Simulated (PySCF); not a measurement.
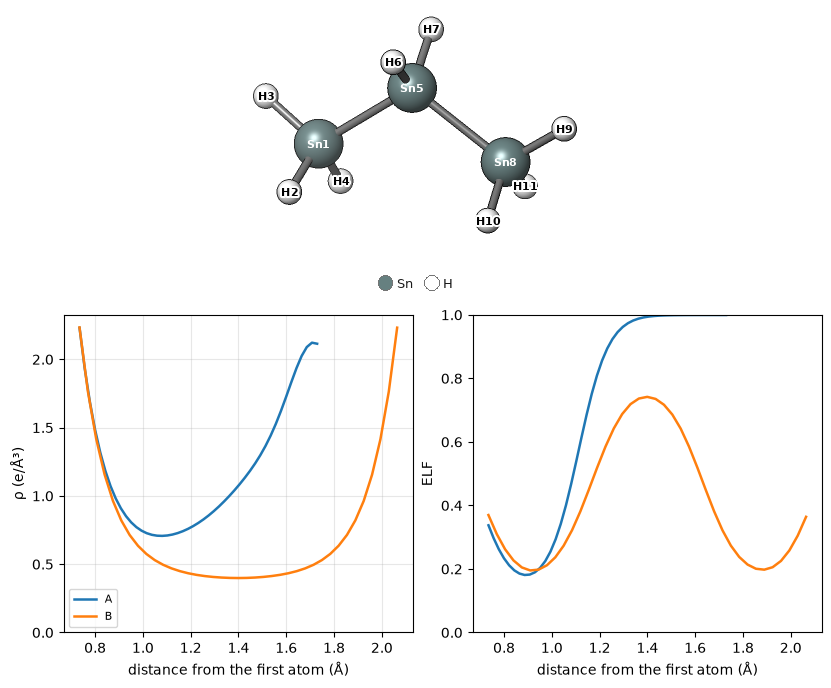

The picture shows: H$_{8}$Sn$_{3}$ (Sn3H8). Electron density and electron localisation function along straight lines between neighbouring atoms. The curves leave out the atomic cores. The structure is drawn too.

Geometry: BP86-D3(BJ)/ma-def2-SVP; core potentials replace the inner electrons of Sn.

The calculation used DFT single point, gas phase, functional PBE0 in PySCF.

Input file:

```
{"job": {"kind": "sp", "xc": "PBE0", "basis": "ma-def2-SVP", "d3": "d3bj", "grid": 2}, "charge": 0, "multiplicity": 1}
Sn    -1.624838     0.374335    -1.649821
H     -0.961161    -0.493472    -2.990190
H     -3.348638     0.254178    -1.721104
H     -1.188697     2.039150    -1.820144
Sn    -0.608957    -0.637247     0.754570
H     -0.761713    -2.363545     0.775338
H     -1.539984    -0.026764     2.083343
Sn     2.074052     0.087669     1.084633
H      2.732092    -0.521653     2.563510
H      3.024715    -0.520753    -0.225651
H      2.214337     1.811278     1.095591
```

Launched as:

```sh
OMP_NUM_THREADS=1 python redox_run.py task.json out
```

Q: Which curve belongs to which contact (Sn–H and Sn–Sn)? The first atom named is at distance zero.

A: Curve A: Sn–H (1.73 Å): the density is about 1.1 e/Å³ at the midpoint; the ELF climbs to about 1 towards the hydrogen. Curve B: Sn–Sn (2.80 Å): ρ at the midpoint is about 0.4 e/Å³; the ELF peaks at about 0.75 between the atoms.
